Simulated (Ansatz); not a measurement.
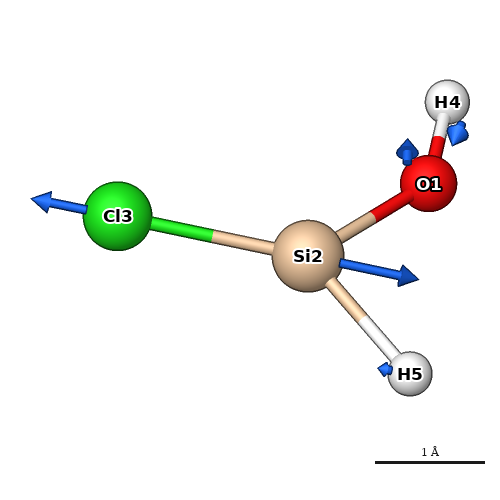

Arrows show the forces on the atoms, 0.1 Å of arrow for 1 eV/Å; forces under a tenth of the largest aren't drawn. The species has charge +1 and is a spin singlet. Level of theory: r2SCAN-D4/def2-TZVPP (Ansatz 0.2.0).

Q: On which atom is the force largest, and how large is it?

A: On Si2: 7.66 eV/Å.

Q: Which bond do the forces act along most?

A: Si2–Cl3, now 1.803 Å: the forces push its atoms apart, so a first step downhill lengthens it.

List the force components in the frame of the picture (x right, y up, z towards the viewer), in eV/Å.

| atom | Fx | Fy | Fz |
| --- | --- | --- | --- |
| O1 | 0.04 | 2.32 | −1.85 |
| Si2 | 7.40 | −1.56 | −1.20 |
| Cl3 | −5.26 | 1.08 | 0.47 |
| H4 | −0.87 | −2.07 | 2.11 |
| H5 | −1.30 | 0.23 | 0.47 |
